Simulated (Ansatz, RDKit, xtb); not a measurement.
# Isomers of C2H12OSi3, a sample narrowed down, part 2 of 2

A sample of isomers of C2H12OSi3 is drawn. Aim: find which of them has the lowest free energy at 298.15 K, then its properties. The sample is small against all isomers, and the most stable one of this formula need not be in it.

xtb, Ansatz and PySCF; isolated molecules.

### 10 c561d at MP2/def2-TZVPP

input.yaml

```yaml
crystal:
  periodic: [false, false, false]
  atoms:
    - symbol: C
      position_ang: [0.107036, 1.071732, 1.628077]
    - symbol: C
      position_ang: [-0.331877, -1.350702, -1.802966]
    - symbol: O
      position_ang: [-0.154346, 0.100170, 0.643734]
    - symbol: Si
      position_ang: [-0.035990, 0.326003, -1.014379]
    - symbol: Si
      position_ang: [-1.651442, 1.912145, -1.724475]
    - symbol: Si
      position_ang: [-3.742340, 1.472885, -0.723989]
    - symbol: H
      position_ang: [1.137830, 1.468871, 1.557834]
    - symbol: H
      position_ang: [-0.012791, 0.610560, 2.621410]
    - symbol: H
      position_ang: [-0.592071, 1.928146, 1.566166]
    - symbol: H
      position_ang: [1.337890, 0.824722, -1.355557]
    - symbol: H
      position_ang: [-1.344807, -1.722443, -1.582425]
    - symbol: H
      position_ang: [0.394201, -2.084103, -1.416359]
    - symbol: H
      position_ang: [-0.215086, -1.292423, -2.897345]
    - symbol: H
      position_ang: [-1.798983, 1.852253, -3.213944]
    - symbol: H
      position_ang: [-1.240395, 3.308924, -1.374203]
    - symbol: H
      position_ang: [-3.655400, 1.672969, 0.753855]
    - symbol: H
      position_ang: [-4.151217, 0.059054, -0.981611]
    - symbol: H
      position_ang: [-4.805974, 2.375209, -1.259198]
basis:
  gaussian:
    orbitals: def2-TZVPP
correlation:
  method: mp2
  frozen_orbitals: {C: 1, Si: 5, H: 0, O: 1}
```

Started as:

```sh
$ ansatz run input.yaml --threads 2 --pin off --max-ram 5220MiB --events-out events.jsonl --progress --plain --runs-dir runs
```

The program printed:

```text
Warning: RAYON_NUM_THREADS=2 ignored (pool sized by the plan → 2); use --threads N
Functional definition: HF
  name "HF"
  exchange = exact_x
  correlation = 0
2212 factors; integrals over basis functions are off by at most 1.1e-3 eV
mean field evaluation 1: about -27873.4161 eV, gradient 4.1e1 eV
mean field evaluation 2: about -27873.7798 eV, gradient 4.1e1 eV
mean field evaluation 4: about -27878.4103 eV, gradient 5.7e0 eV
mean field evaluation 8: about -27878.5265 eV, gradient 3.1e-1 eV
mean field evaluation 16: about -27878.5271 eV, gradient 1.2e-6 eV
mean field -27878.52710847 eV, -1024.5169744919 hartree, gradient 1.2e-6 eV, S^2 0.000000; 0 other end points of the search recorded, 0 dependent functions left out
18 core orbitals not correlated: weight in the atoms' cores, before any rotation towards them, 1.000 or more for the frozen orbitals, at most 0.000 for the correlated occupied ones
reference -27878.52710847 eV, -1024.5169744919 hartree; 19, 19 occupied and 350, 350 virtual orbitals, 2212 factors
second order -26.34848478 eV of doubles, -0.00000000 eV of singles
Total energy: -27904.87559325 eV, -1025.4852634480 hartree
```

It took 20 s on 2 threads of Arm Neoverse V2, shared host; peak memory 1.4 GiB.

### 11 c304a at CCSD(T)/def2-SVP

input.yaml

```yaml
crystal:
  periodic: [false, false, false]
  atoms:
    - {symbol: C, position_ang: [1.461232, -1.310543, -1.946514]}
    - {symbol: C, position_ang: [0.606219, 0.691008, 2.131636]}
    - {symbol: O, position_ang: [0.560671, -0.460760, -1.268821]}
    - {symbol: Si, position_ang: [-0.931890, 0.013189, -1.882697]}
    - {symbol: Si, position_ang: [-1.867328, 1.409782, -0.234448]}
    - {symbol: Si, position_ang: [-1.267368, 0.586562, 1.895806]}
    - {symbol: H, position_ang: [1.786503, -0.880831, -2.913100]}
    - {symbol: H, position_ang: [2.354408, -1.451945, -1.317828]}
    - {symbol: H, position_ang: [1.019974, -2.305931, -2.144793]}
    - {symbol: H, position_ang: [-0.747531, 0.691281, -3.206864]}
    - {symbol: H, position_ang: [-1.791485, -1.191473, -2.125406]}
    - {symbol: H, position_ang: [-1.358037, 2.806103, -0.413657]}
    - {symbol: H, position_ang: [-3.352587, 1.440955, -0.416247]}
    - {symbol: H, position_ang: [-1.728746, -0.833402, 1.988950]}
    - {symbol: H, position_ang: [-1.984057, 1.359643, 2.957933]}
    - {symbol: H, position_ang: [0.916168, 0.206302, 3.071263]}
    - {symbol: H, position_ang: [1.108902, 0.193111, 1.288011]}
    - {symbol: H, position_ang: [0.938268, 1.741096, 2.160228]}
basis:
  gaussian: {orbitals: def2-SVP}
total_charge: 0
correlation: {method: ccsd_t, frozen_orbitals: {C: 1, Si: 5, H: 0, O: 1}}
```

Started as:

```sh
$ ansatz run input.yaml --threads 2 --pin off --max-ram 5220MiB --events-out events.jsonl --progress --plain --runs-dir runs
```

The program printed, shortened:

```text
Warning: RAYON_NUM_THREADS=2 ignored (pool sized by the plan → 2); use --threads N
[... 2 set-up lines as earlier in the session ...]
[...]
1547 factors; integrals over basis functions are off by at most 1.2e-3 eV
[...]
mean field -27865.09875599 eV, -1024.0234916402 hartree, gradient 8.8e-7 eV, S^2 0.000000; 0 other end points of the search recorded, 0 dependent functions left out
18 core orbitals not correlated: weight in the atoms' cores, before any rotation towards them, 1.000 or more for the frozen orbitals, at most 0.000 for the correlated occupied ones
reference -27865.09875599 eV, -1024.0234916402 hartree; 19, 19 occupied and 119, 119 virtual orbitals, 1547 factors
second order -21.05468278 eV of doubles, -0.00000000 eV of singles
cycle   1  -22.75152542 eV  change    -1.7e0 eV  update   1.1e-1
[...]
cycle   8  -23.60274941 eV  change    1.0e-5 eV  update   4.7e-5
perturbative correction -0.63940853 eV, -0.0234978300 hartree
Total energy: -27889.34091392 eV, -1024.9143745124 hartree
```

It took 54 s on 2 threads of Arm Neoverse V2, shared host; peak memory 1.3 GiB.

### 12 Free energies and the winner

Energies in kcal/mol from c561d; G adds the thermal terms to the CCSD(T)/def2-SVP + MP2/def2-TZVPP - MP2/def2-SVP energy. The columns left of the relaxed level are at the tight-binding geometries.

```
label                    SMILES     spin  GFN2-xTB  HF/STO-3G  r2SCAN-D4/def2-SVP  B3LYP/def2-SVP  HF/def2-SVP  MP2/def2-SVP  CCSD(T)/def2-SVP + MP2/def2-TZVPP - MP2/def2-SVP    G  share at equilibrium     T1
c561d  CO[Si@@H](C)[SiH2][SiH3]  singlet       0.0        0.0                 0.0             0.0          0.0           0.0                                               0.0  0.0                94.0 %  0.012
c698b   CO[Si](C)([SiH3])[SiH3]  singlet       0.5        2.2                 2.5             2.6          3.5           2.9                                               2.6  2.0                 3.1 %  0.012
c304a     CO[SiH2][SiH2][SiH2]C  singlet      -2.5        2.9                 3.5             1.0          0.8           0.8                                               1.5  2.1                 2.9 %  0.011
c845a  CO[Si@@H]([SiH3])[SiH2]C  singlet      -1.2        4.7                 6.3             4.2          4.4           5.1                                               4.3  4.2                 0.1 %  0.012
```

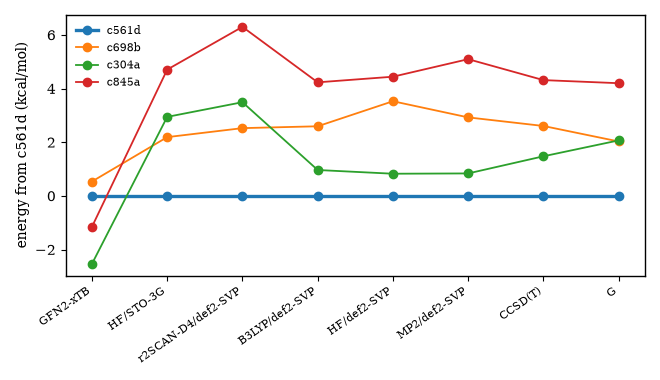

The finalists at each level, measured from c561d.

Lowest found: c561d, `CO[Si@@H](C)[SiH2][SiH3]`, a singlet. Some bond lengths: C1–O3 1.408 Å, C2–Si4 1.876 Å, O3–Si4 1.678 Å, Si4–Si5 2.373 Å, Si5–Si6 2.359 Å, C1–H7 1.107 Å, C1–H8 1.102 Å, C1–H9 1.107 Å, Si4–H10 1.501 Å, C2–H11 1.101 Å, C2–H12 1.102 Å, C2–H13 1.102 Å, Si5–H14 1.498 Å, Si5–H15 1.498 Å, Si6–H16 1.494 Å, Si6–H17 1.494 Å. Some angles: C1–O3–Si4 125.8°, C2–Si4–O3 106.5°, C2–Si4–Si5 111.4°, O3–Si4–Si5 109.7°, Si4–Si5–Si6 110.6°, O3–C1–H7 112.1°, O3–C1–H8 108.7°, O3–C1–H9 112.2°, C2–Si4–H10 110.2°, O3–Si4–H10 109.5°.

```xyz
18

C     0.1070    1.0717    1.6281
C    -0.3319   -1.3507   -1.8030
O    -0.1543    0.1002    0.6437
Si   -0.0360    0.3260   -1.0144
Si   -1.6514    1.9121   -1.7245
Si   -3.7423    1.4729   -0.7240
H     1.1378    1.4689    1.5578
H    -0.0128    0.6106    2.6214
H    -0.5921    1.9281    1.5662
H     1.3379    0.8247   -1.3556
H    -1.3448   -1.7224   -1.5824
H     0.3942   -2.0841   -1.4164
H    -0.2151   -1.2924   -2.8973
H    -1.7990    1.8523   -3.2139
H    -1.2404    3.3089   -1.3742
H    -3.6554    1.6730    0.7539
H    -4.1512    0.0591   -0.9816
H    -4.8060    2.3752   -1.2592
```

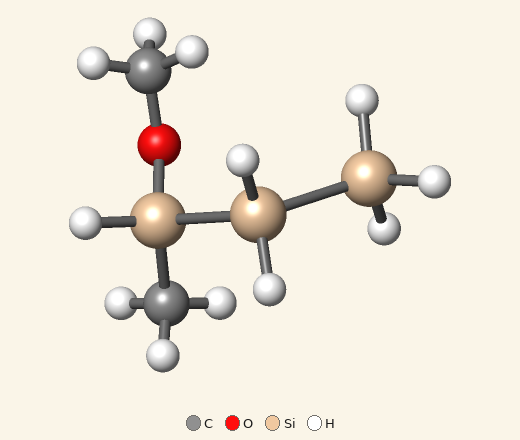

The lowest structure found, seen from a chosen angle (carbon grey, oxygen red, silicon light orange, hydrogen white).

### 13 What came out

This closing draws on all 2 parts.

| quantity | value |
| --- | --- |
| lowest structure found | CO[Si@@H](C)[SiH2][SiH3], singlet |
| next finalist | CO[Si](C)([SiH3])[SiH3], singlet, 2.0 kcal/mol higher in G |
| share at equilibrium, among the finalists | 94.0 % |
| funnel | 14 starts, 14 minima at GFN2-xTB from these starts (16 with those found later), 10 screening runs, 4 relaxed, 4 ranked |
| CPU time of all runs | 23 min |

In words: The search ends on `CO[Si@@H](C)[SiH2][SiH3]`. The margin, 2.0 kcal/mol, is modest. With 6 minima in the window unscreened, the next finalist need not be the second lowest, and margin and share hold for the finalists alone. HF/STO-3G, r2SCAN-D4/def2-SVP, B3LYP/def2-SVP, HF/def2-SVP and MP2/def2-SVP already put its bonding pattern lowest among the structures in one piece; GFN2-xTB favours the singlet CO[SiH2][SiH2][SiH2]C (c304b, not a finalist). The largest share of the time went into the relaxations (50 % of the CPU time that the search's summary counts). 6 minima inside the window were never screened. The search is not exhaustive (a finite list of starts, one conformer a finalist), so a lower isomer can't be ruled out. Only 4 drawn patterns were tried, so whole families of isomers are missing, and the result ranks only the part of this sample that was screened. The lowest isomer need not be the one that is made and kept in a bottle, which depends on barriers.
